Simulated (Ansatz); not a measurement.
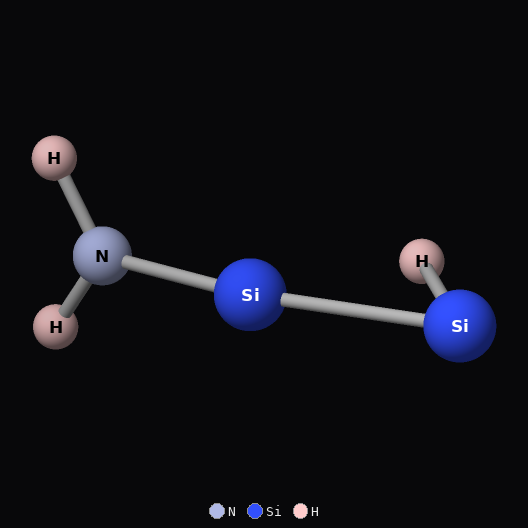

The picture shows a molecular structure as a ball-and-stick model. Every bond is drawn as one stick, whatever its order.

What is the molecular formula?

H3NSi2, 6 atoms: 3 hydrogen, 1 nitrogen and 2 silicon.

How many bonds of each kind are drawn?

2 N–H, 1 N–Si, 1 Si–Si, 1 Si–H. Sticks follow a distance rule.

More results for the same structure follow; atom numbers are the same in all pictures, views and colours differ. Computed geometry: PBE0-D4/def2-TZVP optimisation. No frequency run is at hand to confirm it as a minimum.

## Geometry

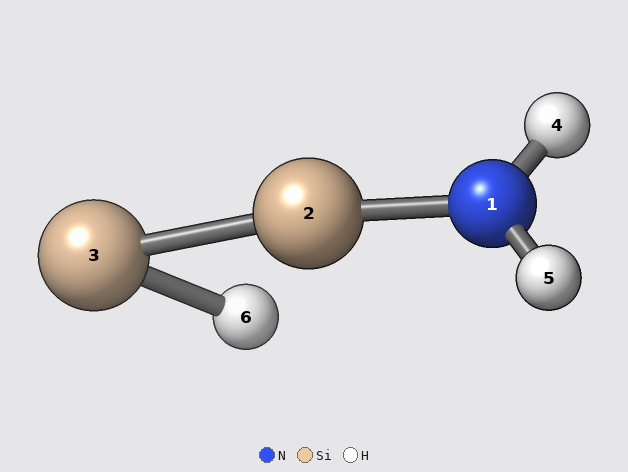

Numbered structure. No frequency run is at hand to confirm it as a minimum.

Give the bond lengths.

| bond | length (Å) |
| --- | --- |
| N1–Si2 | 1.690 |
| N1–H4 | 1.007 |
| N1–H5 | 1.007 |
| Si2–Si3 | 2.104 |
| Si3–H6 | 1.637 |

## Electronic properties

No frequency run is at hand to confirm it as a minimum. Level of theory: RKS PBE0-D4/def2-TZVPP (Ansatz 0.2.0).

What is the HOMO energy (Kohn–Sham orbital)?

−5.60 eV.

Estimate the HOMO–LUMO gap.

4.27 eV.

## Dipole moment

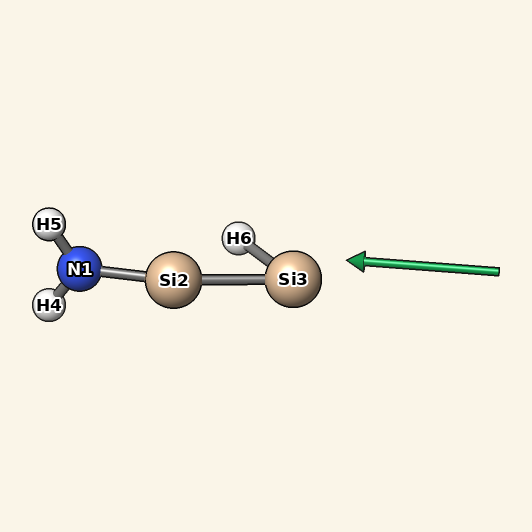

The arrow beside the molecule shows the direction of the dipole moment, from the negative to the positive end (its length means nothing). No frequency run is at hand to confirm it as a minimum. Properties computed with RKS PBE0-D4/def2-TZVP (Ansatz 0.2.0).

Estimate the dipole moment.

3.34 D; it points from the side of Si3 to the side of H4, H5 (the outermost atoms at the two ends).

## Charges

The questions are on Mulliken charges. No frequency run is at hand to confirm it as a minimum. Level of theory: RKS PBE0-D4/def2-TZVP (Ansatz 0.2.0).

Give the Mulliken charges atom by atom.

```csv
atom,value (e)
N1,−0.60
Si2,0.14
Si3,−0.12
H4,0.26
H5,0.26
H6,0.06
```

Mulliken values depend strongly on the basis set and can even reverse the polarity of a bond.
